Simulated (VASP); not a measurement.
# Nb3Sn with PBEsol: from relaxation to properties, part 6 of 7

Aim: relax Nb3Sn, then compute properties on the relaxed cell. The start is a cell from a database of measured crystal structures.

VASP 6.6.1; PBEsol; plane waves and PAW (Nb_sv, Sn_d).

Still holding for the runs below: The k-mesh is coarse for a metal.

So far. Step 10 (Volume scan with PBEsol, volume scale 0.96): The run ends at a pressure of 7.75 GPa.

## (11) Volume scan with PBEsol, volume scale 0.98

Contents of INCAR:

```
SYSTEM = Nb3Sn
PREC = Accurate
ENCUT = 400
EDIFF = 1E-06
NELM = 100
ISMEAR = 1
SIGMA = 0.2
LREAL = .FALSE.
ALGO = Normal
GGA = PS
NBANDS = 65
LASPH = .TRUE.
LORBIT = 11
LWAVE = .FALSE.
LCHARG = .FALSE.
KPAR = 4
ISIF = 2
```

Contents of POSCAR:

```
Nb3Sn
1.0
    5.2146540390      0.0000000000      0.0000000000
    0.0000000000      5.2146540390      0.0000000000
    0.0000000000      0.0000000000      5.2146540390
Nb Sn
6 2
Direct
    0.2500000000      0.0000000000      0.5000000000
    0.5000000000      0.7500000000      0.0000000000
    0.7500000000      0.0000000000      0.5000000000
    0.5000000000      0.2500000000      0.0000000000
    0.0000000000      0.5000000000      0.7500000000
    0.0000000000      0.5000000000      0.2500000000
    0.0000000000      0.0000000000      0.0000000000
    0.5000000000      0.5000000000      0.5000000000
```

Contents of KPOINTS:

```
Automatic mesh
0
Gamma
4 4 4
0 0 0
```

Potentials, in the order of the species: Nb_sv and Sn_d (PBE family, release 64).

Command:

```
$ mpirun -np 4 vasp_std
```

Output:

```text
[... set-up lines as in an earlier step ...]
 entering main loop
       N       E                     dE             d eps       ncg     rms          rms(c)
DAV:   1     0.156406807590E+04    0.15641E+04   -0.44258E+04  1412   0.187E+03
DAV:   2     0.167632217917E+03   -0.13964E+04   -0.13615E+04  1309   0.710E+02
DAV:   3    -0.518473689539E+02   -0.21948E+03   -0.21048E+03  1761   0.233E+02
DAV:   4    -0.771534548562E+02   -0.25306E+02   -0.24683E+02  1976   0.724E+01
[...]
DAV:  12    -0.759214526754E+02    0.10349E-04   -0.25006E-05  2256   0.250E-02    0.578E-03
DAV:  13    -0.759214514552E+02    0.12202E-05   -0.12765E-06  1120   0.680E-03    0.231E-03
DAV:  14    -0.759214514522E+02    0.29686E-08   -0.33589E-07  1024   0.419E-03
   1 F= -.75921451E+02 E0= -.75910310E+02  d E =-.334229E-01
```

Elapsed: 27 s, on 4 MPI ranks of AMD EPYC 7R32 (Zen 2), shared host; peak memory 0.82 GiB.

From OUTCAR (step 11):

```text
  Total        3.2233353      3.2233353      3.2233353     -0.0000000     -0.0000000     -0.0000000
  in kB       36.4199679     36.4199679     36.4199679     -0.0000000     -0.0000000     -0.0000000
  external PRESSURE =      36.4199679 kB  Pullay stress =       0.0000000 kB

 POSITION                                       TOTAL-FORCE (eV/Angst)
 -----------------------------------------------------------------------------------
      1.30366      0.00000      2.60733        -0.000000      0.000000     -0.000000
      2.60733      3.91099      0.00000        -0.000000     -0.000000      0.000000
      3.91099      0.00000      2.60733         0.000000     -0.000000     -0.000000
      2.60733      1.30366      0.00000         0.000000      0.000000      0.000000
      0.00000      2.60733      3.91099         0.000000     -0.000000     -0.000000
      0.00000      2.60733      1.30366         0.000000      0.000000      0.000000
      0.00000      0.00000      0.00000         0.000000     -0.000000      0.000000
      2.60733      2.60733      2.60733         0.000000     -0.000000      0.000000
 -----------------------------------------------------------------------------------
    total drift:                                0.000000      0.000000     -0.000000

  FREE ENERGIE OF THE ION-ELECTRON SYSTEM (eV)
  ---------------------------------------------------
  free  energy   TOTEN  =       -75.9214514522 eV

  energy  without entropy=      -75.8880285385  energy(sigma->0) =      -75.91031048

[... 1 part as in an earlier step ...]

[... 2 further parts left out ...]
[key lines of the parts left out:]
E-fermi :  11.8838
```

The pressure falls from 7.75 to 3.64 GPa.

The run ends at a pressure of 3.64 GPa.

## (12) Volume scan with PBEsol, volume scale 1

INCAR is that of step 11.

POSCAR: that of step 11 with these lines changed.

```diff
@@ -2,5 +2,5 @@
 1.0
-    5.2146540390      0.0000000000      0.0000000000
-    0.0000000000      5.2146540390      0.0000000000
-    0.0000000000      0.0000000000      5.2146540390
+    5.2498892567      0.0000000000      0.0000000000
+    0.0000000000      5.2498892567      0.0000000000
+    0.0000000000      0.0000000000      5.2498892567
 Nb Sn
```

KPOINTS is that of step 11.

Command:

```
$ mpirun -np 4 vasp_std
```

Output:

```text
[... set-up lines as in an earlier step ...]
 entering main loop
       N       E                     dE             d eps       ncg     rms          rms(c)
[... 13 cycles as in an earlier step ...]
   1 F= -.75966190E+02 E0= -.75954610E+02  d E =-.347394E-01
```

The job ended after 27 s (4 MPI ranks; peak memory 0.81 GiB; 97 s of CPU time).

Parts of OUTCAR (step 12):

```text
[... 6 parts as in an earlier step ...]

[... 1 further part left out ...]
[key lines of the parts left out:]
E-fermi :  11.5924
```

The pressure falls from 3.64 to -0.06 GPa, so it vanishes between these two volumes.

## (13) Volume scan with PBEsol, volume scale 1.02

INCAR is that of step 12.

POSCAR: that of step 12 with these lines changed.

```diff
@@ -2,5 +2,5 @@
 1.0
-    5.2498892567      0.0000000000      0.0000000000
-    0.0000000000      5.2498892567      0.0000000000
-    0.0000000000      0.0000000000      5.2498892567
+    5.2846577485      0.0000000000      0.0000000000
+    0.0000000000      5.2846577485      0.0000000000
+    0.0000000000      0.0000000000      5.2846577485
 Nb Sn
```

KPOINTS is that of step 12.

Command:

```
$ mpirun -np 4 vasp_std
```

Output:

```text
[... set-up lines as in an earlier step ...]
 entering main loop
       N       E                     dE             d eps       ncg     rms          rms(c)
DAV:   1     0.151949113354E+04    0.15195E+04   -0.44874E+04  1388   0.183E+03
DAV:   2     0.158644936582E+03   -0.13608E+04   -0.13278E+04  1300   0.679E+02
DAV:   3    -0.519496165277E+02   -0.21059E+03   -0.20104E+03  1744   0.226E+02
DAV:   4    -0.772826927653E+02   -0.25333E+02   -0.24636E+02  1983   0.693E+01
[...]
DAV:  11    -0.759462382093E+02    0.66154E-05   -0.35191E-04  1944   0.104E-01    0.252E-02
DAV:  12    -0.759462293193E+02    0.88900E-05   -0.34480E-05  2144   0.311E-02    0.400E-03
DAV:  13    -0.759462283469E+02    0.97236E-06   -0.24672E-06  1248   0.872E-03
   1 F= -.75946228E+02 E0= -.75934258E+02  d E =-.359096E-01
```

It took 28 s on 4 MPI ranks; peak memory 0.82 GiB.

Parts of OUTCAR (step 13):

```text
  Total       -3.1453223     -3.1453223     -3.1453223      0.0000000     -0.0000000     -0.0000000
  in kB      -34.1448441    -34.1448441    -34.1448441      0.0000000     -0.0000000     -0.0000000
  external PRESSURE =     -34.1448441 kB  Pullay stress =       0.0000000 kB

 POSITION                                       TOTAL-FORCE (eV/Angst)
 -----------------------------------------------------------------------------------
      1.32116      0.00000      2.64233         0.000000      0.000000      0.000000
      2.64233      3.96349      0.00000        -0.000000     -0.000000     -0.000000
      3.96349      0.00000      2.64233        -0.000000     -0.000000     -0.000000
      2.64233      1.32116      0.00000         0.000000     -0.000000      0.000000
      0.00000      2.64233      3.96349         0.000000     -0.000000     -0.000000
      0.00000      2.64233      1.32116        -0.000000     -0.000000      0.000000
      0.00000      0.00000      0.00000         0.000000     -0.000000      0.000000
      2.64233      2.64233      2.64233         0.000000     -0.000000      0.000000
 -----------------------------------------------------------------------------------
    total drift:                                0.000000      0.000000     -0.000000

  FREE ENERGIE OF THE ION-ELECTRON SYSTEM (eV)
  ---------------------------------------------------
  free  energy   TOTEN  =       -75.9462283469 eV

  energy  without entropy=      -75.9103187037  energy(sigma->0) =      -75.93425847

[... 1 part as in an earlier step ...]

[... 2 further parts left out ...]
[key lines of the parts left out:]
E-fermi :  11.3116
```

The pressure falls from -0.06 to -3.41 GPa.

The run ends at a pressure of -3.41 GPa.

## (14) Volume scan with PBEsol, volume scale 1.04

INCAR is that of step 13.

POSCAR: that of step 13 with these lines changed.

```diff
@@ -2,5 +2,5 @@
 1.0
-    5.2846577485      0.0000000000      0.0000000000
-    0.0000000000      5.2846577485      0.0000000000
-    0.0000000000      0.0000000000      5.2846577485
+    5.3189746694      0.0000000000      0.0000000000
+    0.0000000000      5.3189746694      0.0000000000
+    0.0000000000      0.0000000000      5.3189746694
 Nb Sn
```

KPOINTS is that of step 13.

Command:

```
$ mpirun -np 4 vasp_std
```

Output:

```text
[... set-up lines as in an earlier step ...]
 entering main loop
       N       E                     dE             d eps       ncg     rms          rms(c)
DAV:   1     0.151985771587E+04    0.15199E+04   -0.44758E+04  1373   0.183E+03
DAV:   2     0.155233911121E+03   -0.13646E+04   -0.13345E+04  1308   0.681E+02
DAV:   3    -0.542247452374E+02   -0.20946E+03   -0.20107E+03  1776   0.225E+02
DAV:   4    -0.776508499001E+02   -0.23426E+02   -0.22861E+02  1968   0.686E+01
[...]
DAV:  11    -0.758673567178E+02    0.23498E-05   -0.39052E-04  2008   0.113E-01    0.260E-02
DAV:  12    -0.758673484669E+02    0.82509E-05   -0.32079E-05  2192   0.280E-02    0.441E-03
DAV:  13    -0.758673478411E+02    0.62580E-06   -0.14108E-06  1144   0.659E-03
   1 F= -.75867348E+02 E0= -.75855054E+02  d E =-.368813E-01
```

Wall time 29 s (4 MPI ranks); peak memory 0.81 GiB.

From OUTCAR (step 14):

```text
  Total       -6.0587271     -6.0587271     -6.0587271      0.0000000      0.0000000     -0.0000000
  in kB      -64.5072021    -64.5072021    -64.5072021      0.0000000      0.0000000     -0.0000000
  external PRESSURE =     -64.5072021 kB  Pullay stress =       0.0000000 kB

 POSITION                                       TOTAL-FORCE (eV/Angst)
 -----------------------------------------------------------------------------------
      1.32974      0.00000      2.65949        -0.000000     -0.000000      0.000000
      2.65949      3.98923      0.00000        -0.000000     -0.000000      0.000000
      3.98923      0.00000      2.65949         0.000000     -0.000000     -0.000000
      2.65949      1.32974      0.00000         0.000000      0.000000     -0.000000
      0.00000      2.65949      3.98923         0.000000     -0.000000     -0.000000
      0.00000      2.65949      1.32974         0.000000      0.000000      0.000000
      0.00000      0.00000      0.00000         0.000000      0.000000     -0.000000
      2.65949      2.65949      2.65949         0.000000      0.000000     -0.000000
 -----------------------------------------------------------------------------------
    total drift:                                0.000000      0.000000     -0.000000

  FREE ENERGIE OF THE ION-ELECTRON SYSTEM (eV)
  ---------------------------------------------------
  free  energy   TOTEN  =       -75.8673478411 eV

  energy  without entropy=      -75.8304664935  energy(sigma->0) =      -75.85505406

[... 1 part as in an earlier step ...]

[... 2 further parts left out ...]
[key lines of the parts left out:]
E-fermi :  11.0405
```

The pressure falls from -3.41 to -6.45 GPa.

The run ends at a pressure of -6.45 GPa.

## (15) Volume scan with PBEsol, volume scale 1.06

A prediction first. A parabola through the 6 pressures of evenly scaled cells so far, P = -0.07 -176.9 t +371 t² GPa with t = ln(V/V₁) and V₁ the volume at scale 1, gives -9.12 GPa at t = +0.0583.

INCAR is that of step 14.

POSCAR: that of step 14 with these lines changed.

```diff
@@ -2,5 +2,5 @@
 1.0
-    5.3189746694      0.0000000000      0.0000000000
-    0.0000000000      5.3189746694      0.0000000000
-    0.0000000000      0.0000000000      5.3189746694
+    5.3528544024      0.0000000000      0.0000000000
+    0.0000000000      5.3528544024      0.0000000000
+    0.0000000000      0.0000000000      5.3528544024
 Nb Sn
```

KPOINTS is that of step 14.

Command:

```
$ mpirun -np 4 vasp_std
```

Output:

```text
[... set-up lines as in an earlier step ...]
 entering main loop
       N       E                     dE             d eps       ncg     rms          rms(c)
DAV:   1     0.152761852008E+04    0.15276E+04   -0.44605E+04  1357   0.182E+03
DAV:   2     0.151961647148E+03   -0.13757E+04   -0.13441E+04  1324   0.682E+02
DAV:   3    -0.543950942032E+02   -0.20636E+03   -0.19850E+03  1760   0.224E+02
DAV:   4    -0.778285702027E+02   -0.23433E+02   -0.22868E+02  1984   0.693E+01
[...]
DAV:  11    -0.757382253410E+02    0.11632E-06   -0.42676E-04  1928   0.114E-01    0.261E-02
DAV:  12    -0.757382173275E+02    0.80135E-05   -0.38838E-05  2216   0.308E-02    0.429E-03
DAV:  13    -0.757382166941E+02    0.63340E-06   -0.26261E-06  1208   0.836E-03
   1 F= -.75738217E+02 E0= -.75725739E+02  d E =-.374341E-01
```

Run time: 30 s. Hardware: 4 MPI ranks; peak memory 0.83 GiB; 1.8 min of CPU time.

OUTCAR, selected parts (step 15):

```text
  Total       -8.7863079     -8.7863079     -8.7863079      0.0000000     -0.0000000     -0.0000000
  in kB      -91.7826748    -91.7826748    -91.7826748      0.0000000     -0.0000000     -0.0000000
  external PRESSURE =     -91.7826748 kB  Pullay stress =       0.0000000 kB

 POSITION                                       TOTAL-FORCE (eV/Angst)
 -----------------------------------------------------------------------------------
      1.33821      0.00000      2.67643         0.000000     -0.000000      0.000000
      2.67643      4.01464      0.00000         0.000000      0.000000     -0.000000
      4.01464      0.00000      2.67643        -0.000000      0.000000      0.000000
      2.67643      1.33821      0.00000         0.000000     -0.000000     -0.000000
      0.00000      2.67643      4.01464        -0.000000      0.000000      0.000000
      0.00000      2.67643      1.33821         0.000000     -0.000000     -0.000000
      0.00000      0.00000      0.00000        -0.000000     -0.000000      0.000000
      2.67643      2.67643      2.67643        -0.000000     -0.000000      0.000000
 -----------------------------------------------------------------------------------
    total drift:                                0.000000      0.000000     -0.000000

  FREE ENERGIE OF THE ION-ELECTRON SYSTEM (eV)
  ---------------------------------------------------
  free  energy   TOTEN  =       -75.7382166941 eV

  energy  without entropy=      -75.7007826222  energy(sigma->0) =      -75.72573867

[... 1 part as in an earlier step ...]

[... 2 further parts left out ...]
[key lines of the parts left out:]
E-fermi :  10.7787
```

The pressure falls from -6.45 to -9.18 GPa. The parabola predicted -9.12 GPa, +0.06 GPa off.

## (16) Comparing the runs

Times are for 4 MPI ranks of AMD EPYC 7R32 (Zen 2), shared host. The series side by side:

```
no.  volume scale  energy above the lowest point (meV/atom)  pressure (GPa)  time  memory (GiB)
  1          0.94                                     44.11           12.30  28 s           0.8
  2          0.96                                     19.83           7.752  28 s          0.82
  3          0.98                                      5.54           3.642  27 s          0.82
  4             1                                         0        -0.06261  27 s          0.81
  5          1.02                                      2.54          -3.414  28 s          0.82
  6          1.04                                     12.44          -6.451  29 s          0.81
  7          1.06                                     28.61          -9.178  30 s          0.83
```

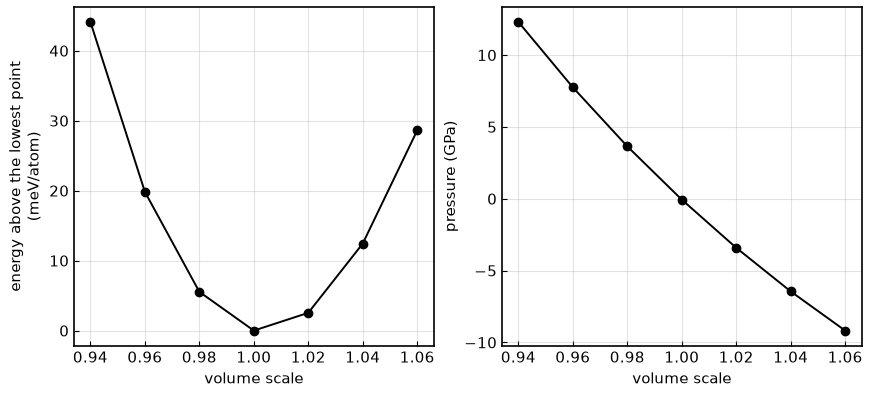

The series as plots.

## (17) Fit for PBEsol

This step: Birch-Murnaghan fit, PBEsol; plane waves and PAW (VASP 6.6.1).

Derived from the runs above.

This step gave:

```
pressure derivative of the bulk modulus : 4.289
r.m.s. error of the fit                 : 4.33e-5 eV/atom
minimum inside the sampled range        : yes
bulk modulus                            : 174.8 GPa
equilibrium volume of the fit           : 18.15 Å³/atom
```

[end of part 6 of 7]

[Lines on the potential files, build, host, timing and source positions are cut from VASP's logs without a mark.]

[Logs are printed without paths, hosts, clocks, repeated set-up lines and the standing remarks that a program may print on its own settings, such as how far it seeks lower states.]

[Hosts, paths, dates, database ids (printed as entryN), source tags and the programs' standing remarks are cut or masked in the printed files.]

[A measured line is paired with the nearest computed mode of its activity, which favours agreement.]
